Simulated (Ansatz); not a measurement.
## Electronic structure of GaGeH6P in real space

Input file:

```
basis:
  gaussian:
    orbitals: def2-TZVPD
crystal:
  periodic: [false, false, false]
  atoms:
    - symbol: Ga
      position_ang: [1.029220, 1.048882, -1.720092]
    - symbol: Ge
      position_ang: [1.040578, -0.570802, 1.430079]
    - symbol: P
      position_ang: [0.449134, 1.521392, 0.500927]
    - symbol: H
      position_ang: [0.575279, -1.807207, 0.604691]
    - symbol: H
      position_ang: [2.501603, 0.539177, -2.010013]
    - symbol: H
      position_ang: [0.007196, 1.369684, -2.886999]
    - symbol: H
      position_ang: [-0.955962, 1.249023, 0.349227]
    - symbol: H
      position_ang: [0.415156, -0.664744, 2.850159]
    - symbol: H
      position_ang: [2.588642, -0.596828, 1.541899]
total_charge: 0
hamiltonian:
  xc: {name: PBE0}
output: {forces: true, orbitals: {seedname: orbitals}}
```

Launched as:

```sh
ansatz run input.yaml --threads 2 --pin off --max-ram 4350MiB --events-out events.jsonl --progress --plain --runs-dir runs
```

Geometry: BLYP-D3(BJ)/def2-SVP.

Computed with Ansatz, isolated molecule in a Gaussian basis; Kohn-Sham density functional theory, functional PBE0.

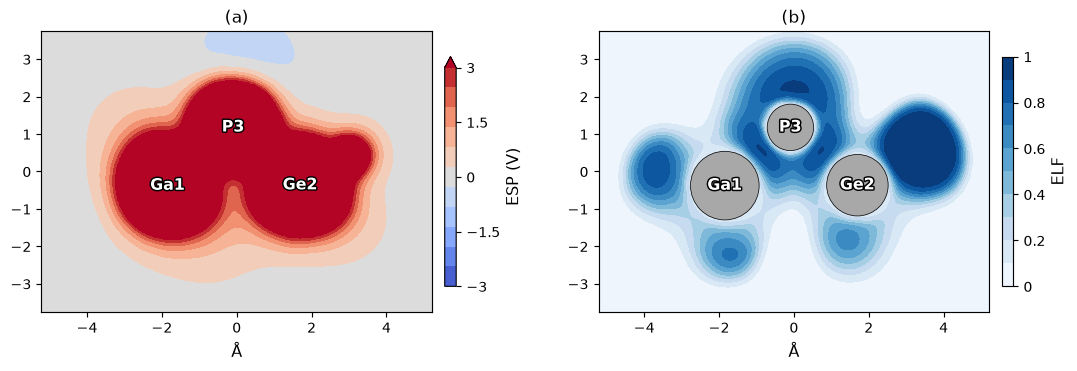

Figure 1. (a) electrostatic potential; (b) ELF on the plane of atoms Ga1, P3 and Ge2. Grey discs cover the atomic cores in the ELF map.

**Describe what can be read from this map.**

The section cuts through Ga, Ge and P sites. Ga–P (2.34 Å): the ELF peaks at about 0.90 between the atoms (localised, covalent bonding). Ge–P (2.36 Å): the ELF peaks at about 0.90 between the atoms; localised, covalent bonding. The ELF also peaks beside P3, away from the bonds: lone-pair regions. Outside the dense part of the molecule the potential is most negative (−0.4 V) near P3.

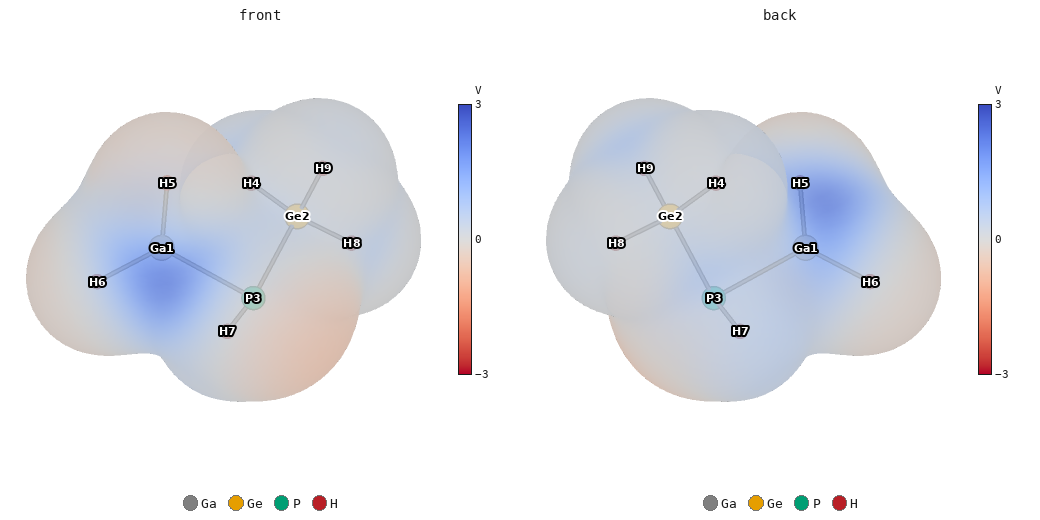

Figure 2. The molecular electrostatic potential painted on the density surface at 0.001 e/bohr³, seen from the front and from behind; the colour scale runs from red (negative) to blue (positive).

**Which sites attract a positive test charge, and which a negative one?**

A positive charge is drawn to the negative regions and a negative charge to the positive ones. The most negative region (about −0.6 V, or −14 kcal/mol for a unit charge) lies over P3, the most positive (about +2.0 V, or +46 kcal/mol for a unit charge) over Ga1.

**What dipole moment does the calculation give?**

Its dipole moment is 0.62 D.

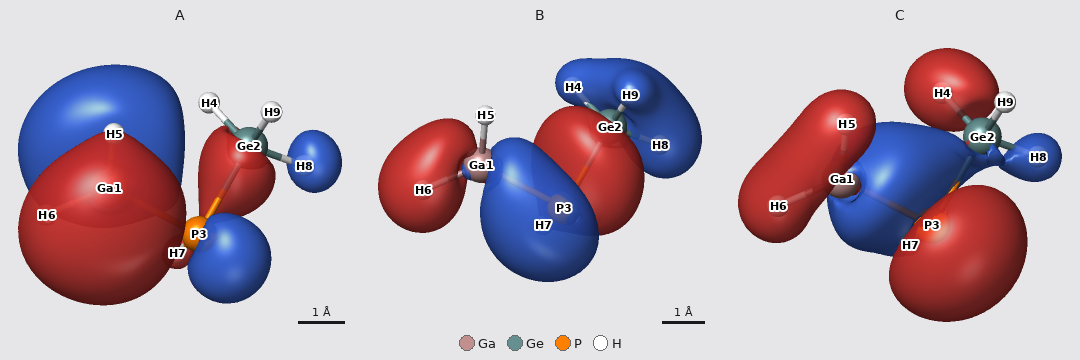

Figure 3. Three frontier orbitals at ±0.06 Å⁻³ᐟ² (red and blue are the two phases), in no order.

**Which picture is the HOMO−1, the HOMO and the LUMO?**

B is the HOMO−1 (−8.16 eV). It lies mainly on P3 (about 45 %), Ge2 (about 20 %), Ga1 (about 15 %) and H6 (about 10 %). C is the HOMO (−7.17 eV). It lies mainly on P3 (about 60 %), Ga1 (about 15 %) and Ge2 (about 5 %). A is the LUMO (−1.85 eV). Its weight (Hirshfeld) is mainly on Ga1 (about 70 %), P3 (about 10 %) and Ge2 (about 5 %).

**What is the HOMO–LUMO gap?**

5.32 eV between the orbital energies.

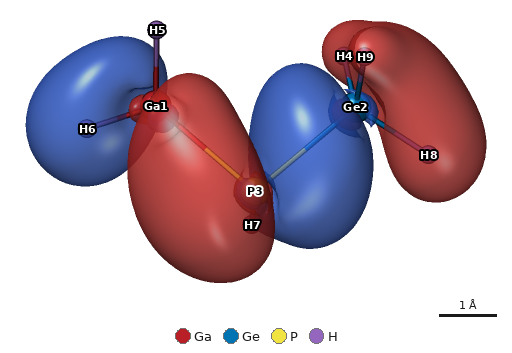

Figure 4. The HOMO−1 at ±0.06 Å⁻³ᐟ² (blue and red are the two phases), seen at a tilt.

**Describe this orbital and give its energy.**

Its weight (Hirshfeld) is mainly on P3 (about 45 %), Ge2 (about 20 %), Ga1 (about 15 %) and H6 (about 10 %). Its energy is −8.16 eV.
